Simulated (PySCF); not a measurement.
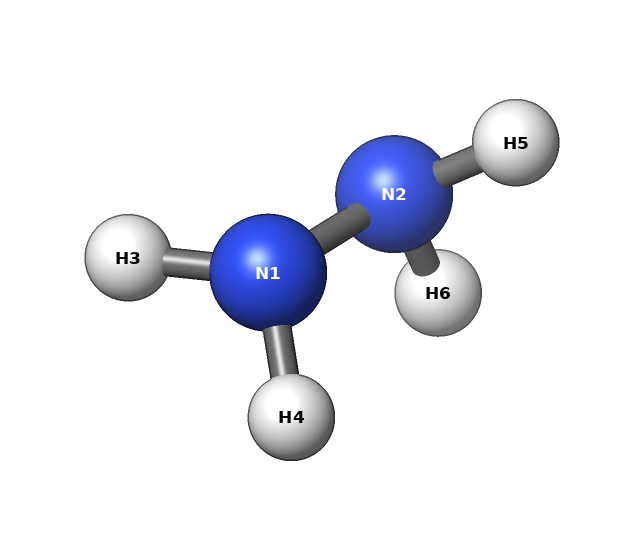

Computed geometry: PBE0-D3(BJ)/def2-SVP optimisation. No frequency run is at hand to confirm it as a minimum. Method: TDDFT PBE0/def2-SVPD, vertical, gas phase, core orbitals frozen in the response (PySCF 2.14.0), and the same with a continuum solvent (IEF-PCM, Bondi radii x 1.2, gas-phase geometry).

How do dipole (D), HOMO–LUMO gap (eV), lowest singlet (eV) change in tetrahydrofuran (ε = 7.4), dimethylsulfoxide (ε = 46.8)?

```tsv
medium	dipole (D)	HOMO–LUMO gap (eV)	lowest singlet (eV)
gas phase	1.89	8.14	6.56
tetrahydrofuran	2.38	8.47	6.86
dimethylsulfoxide	2.51	8.54	6.92
```
